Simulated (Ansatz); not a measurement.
## Electronic structure of F2Ge2H4···H2 in real space

Input file:

```
crystal:
  periodic: [false, false, false]
  atoms:
    - { symbol: Ge, position_ang: [0.297896, -0.138987, 0.186803] }
    - { symbol: Ge, position_ang: [0.100575, -0.108193, 2.588692] }
    - { symbol: H, position_ang: [-1.046782, -1.031415, 3.030544] }
    - { symbol: H, position_ang: [1.431576, -0.604135, 3.199866] }
    - { symbol: H, position_ang: [-0.162266, 1.34149, 3.040092] }
    - { symbol: H, position_ang: [1.688438, -0.11565, -0.48172] }
    - { symbol: F, position_ang: [-0.561414, 1.21927, -0.507241] }
    - { symbol: F, position_ang: [-0.534776, -1.533561, -0.451435] }
    - { symbol: H, position_ang: [-2.230765, 0.678724, 0.931266] }
    - { symbol: H, position_ang: [-2.408582, 0.292456, 1.512135] }
basis:
  gaussian: { orbitals: def2-SVP }
hamiltonian:
  xc: b3lyp
  dispersion: d4
relax:
  f_tol: 0.03
  max_steps: 50
output:
  orbitals: {}
```

Command:

```sh
ansatz run input.yaml --threads 4 --pin off --max-ram 5120MiB --backend cpu --events-out ev --progress --plain --runs-dir out
```

The fields are those of the run's last geometry, not of the input's.

Level of theory: Ansatz, RKS B3LYP-D4/def2-SVP.

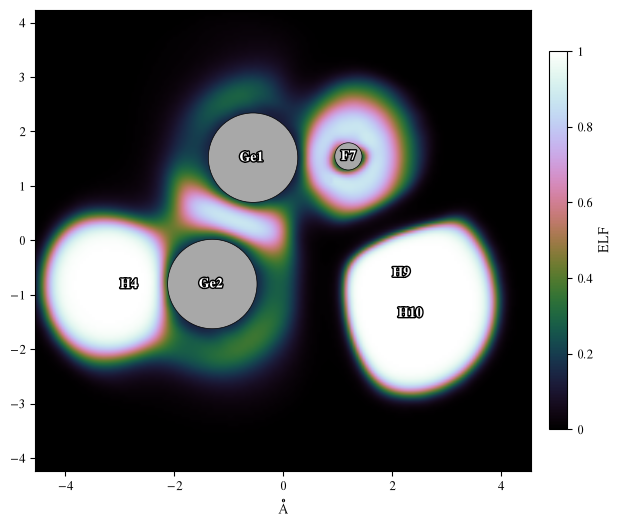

Figure 1. ELF on the plane of atoms Ge1, Ge2 and H4. Grey discs cover the atomic cores.

Q: Interpret the plot.

A: Atoms in the plane: Ge, H and F. F7···H9 (2.36 Å): the ELF dips to about 0 between them (a weak contact between the two molecules). Ge–F (1.75 Å): the ELF peaks at about 0.80 in the valence shell of F, 0.5 Å from its nucleus, and is about 0.20 at the midpoint. Ge–Ge (2.44 Å): the ELF peaks at about 0.85 between the atoms, as expected for localised, covalent bonding. H–H (0.76 Å): the ELF peaks at about 1 between the atoms. Ge–H (1.54 Å): the ELF climbs to about 1 towards the hydrogen. The ELF also peaks beside F7, away from the bonds: lone-pair regions.

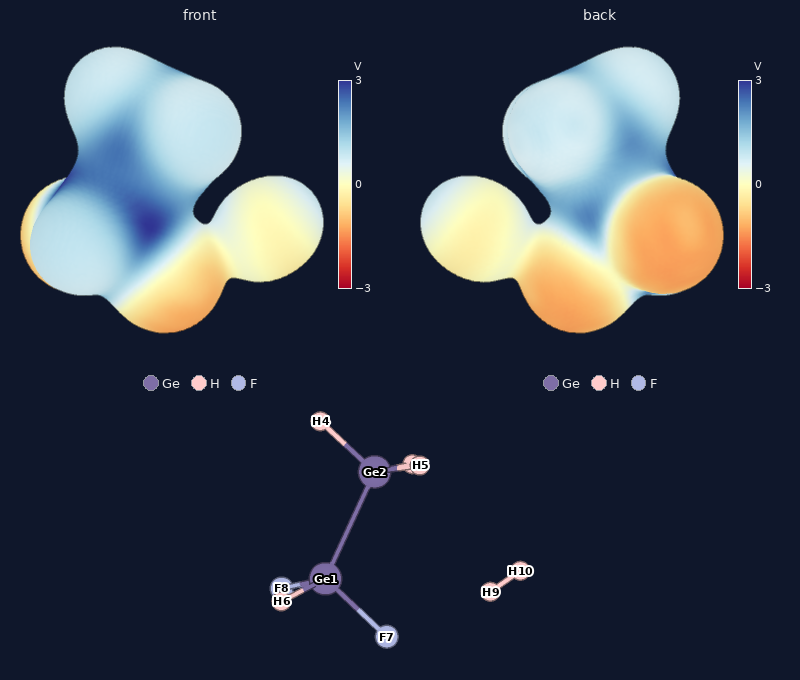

Figure 2. The molecular electrostatic potential painted on the density surface at 0.004 e/bohr³, seen from the front and from behind; red is negative and blue positive. The bare structure is drawn below in the same view.

Q: Where is the surface potential most negative and most positive?

A: The most negative region (about −1.3 V) lies over F7 and F8, the most positive (about +2.9 V) over Ge1.

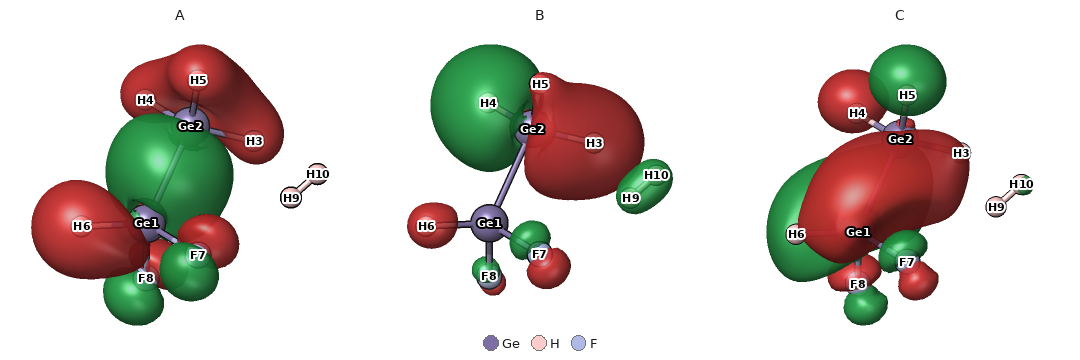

Figure 3. Three frontier orbitals at ±0.08 Å⁻³ᐟ² (green and red are the two phases), in no order.

Q: Order the three orbitals by energy and name them.

A: B is the HOMO−1 (−10.00 eV). It lies mainly on Ge2 (about 40 %), H4 (about 30 %) and H3 (about 20 %). A is the HOMO (−8.44 eV). By Hirshfeld shares it lies mainly on Ge2 (about 30 %), Ge1 (about 30 %), H6 (about 15 %), F8 (about 10 %) and F7 (about 10 %). C is the LUMO (−0.50 eV). Its weight (Hirshfeld) is mainly on Ge1 (about 45 %), Ge2 (about 25 %), F8 (about 10 %), F7 (about 5 %) and H5 (about 5 %).

Q: What is the HOMO–LUMO gap?

A: 7.94 eV between the orbital energies.
